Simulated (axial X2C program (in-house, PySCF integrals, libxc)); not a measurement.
## BrK⁺: relativistic diatomic calculation

System: BrK⁺, single determinant with Ω = 3/2.
Method: PBE0, two-component X2C with atomic mean-field Coulomb and Gaunt terms, Br dyall-v3z, K dyall-v3z (cores contracted) (axial X2C program (in-house, PySCF integrals, libxc)).

**Outcome**

| quantity | value |
| --- | --- |
| outcome | converged |
| bond length rₑ | 3.377 Å |
| ωₑ | 87.05 cm⁻¹ |
| energy at the minimum | −3206.93769 hartree |
| depth below the fragments | 0.23 eV |
| hardware | 1 CPU thread, shared host |
| wall time | 4.4 s |

**What is odd here**

One thing in this input was made odd on purpose: sparse fitting set (auxb = 3.0). The program ran to the end. Its numbers are those of the input as typed; this run alone doesn't show how far the oddity moves them.

**Input**
```
{"zs": [35, 19], "q": 1, "bas": ["dyall-v3z", "dyall-v3z"], "levels": ["PBE0", "HF", "B97-3", "TPSS"], "cc": false, "r0": 3.1, "npts": 10, "nst": 2, "ntry": 6, "opt": {"auxb": 3.0}}
```

The line is the task of a batch: nuclear charges, charge, bases, the levels to run, a first guess of the distance and further settings. This report covers PBE0 with spin-orbit coupling. The log is that of the reference distance 3.407 Å, started from orbitals converged before.

Launched within a batch (the task file carries these settings):
```bash
python <driver script> task.json out
```

**Output**
```
two-component X2C + atomic mean field  PBE0
basis functions 153  fitting functions 550  grid points 5805
iter        total energy     max residual
   1      -3206.937672257     1.18e-05
   2      -3206.937672259     6.77e-06
converged
one-electron -4644.84022612  Coulomb 1461.68464017  exact exchange -30.95547135  xc functional -95.00820313  nuclear repulsion 103.28818470  atomic mean-field constant -1.10659653
```

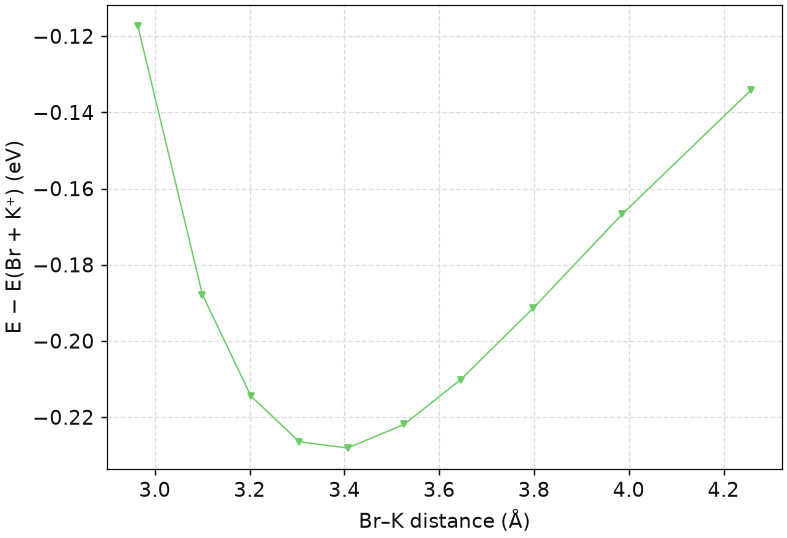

*Energy at 10 bond lengths, for one set of occupations held fixed; the line joins the points.*

A polynomial of degree 6 through 9 points gives rₑ = 3.377 Å, ωₑ = 87.05 cm⁻¹, ωₑxₑ = 1.3 cm⁻¹ and Bₑ = 0.05667 cm⁻¹. The minimum lies 0.23 eV below Br + K⁺, each computed as one determinant at the same level.
